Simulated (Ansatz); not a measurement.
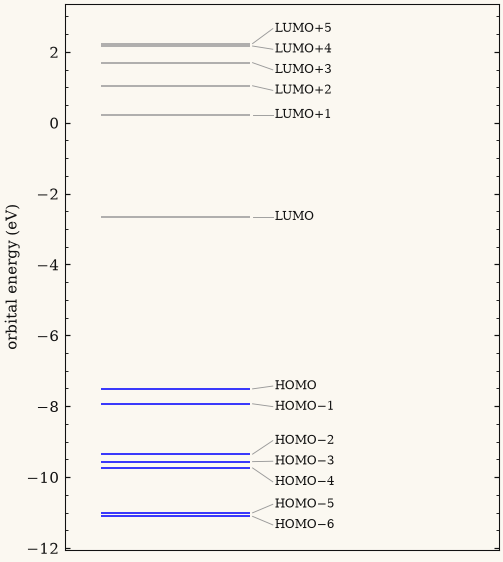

Kohn-Sham orbital energies near the frontier, HSE06/def2-TZVPP with the Ansatz code, at a PBE0-D4/def2-TZVP geometry (a minimum by its frequencies), isolated molecule; empty levels in grey, levels within 0.03 eV side by side.

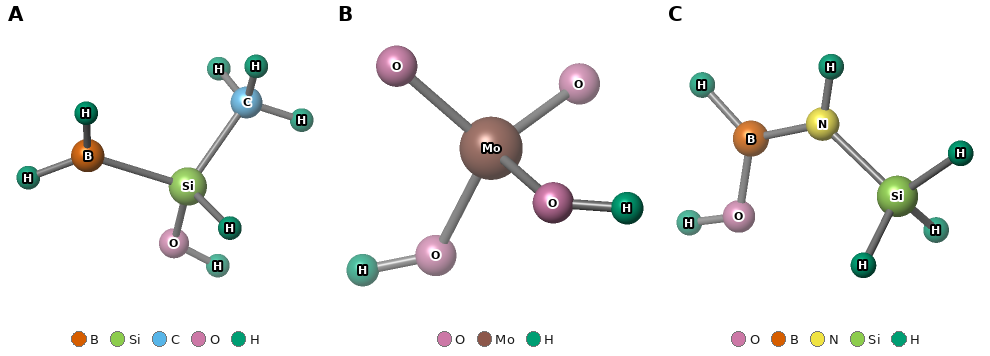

> Which molecule has this level scheme? The candidates are drawn in the second picture.

Structure A, CH₇BOSi, SMILES B[Si@H](C)O. HOMO −7.51 eV, LUMO −2.65 eV, separation 4.86 eV.

Caveats: empty levels above zero depend strongly on the basis.
